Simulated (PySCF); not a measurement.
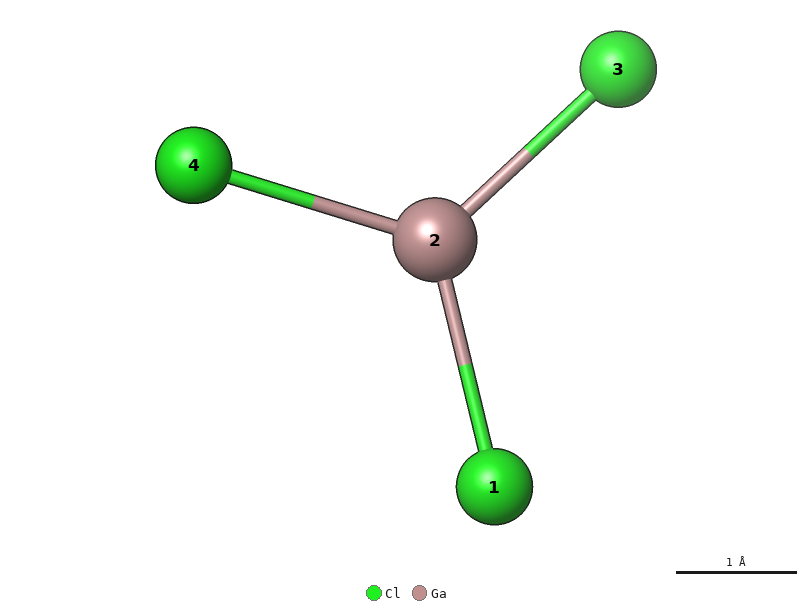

Orthographic view. Depth is shown by fading: the farther an atom, the more it takes the colour of the background. The geometry was computed by an optimisation with PBE0-D3(BJ)/def2-SVP. No frequency run is at hand to confirm it as a minimum.

Give the geometry as a Z-matrix, atoms in numerical order, with these reference atoms: 2 to 1; 3 to 2, 1; 4 to 2, 1, 3.

```
Cl 
Ga   1   2.120
Cl   2   2.121   1   119.4
Cl   2   2.122   1   120.0   3   180.0
```
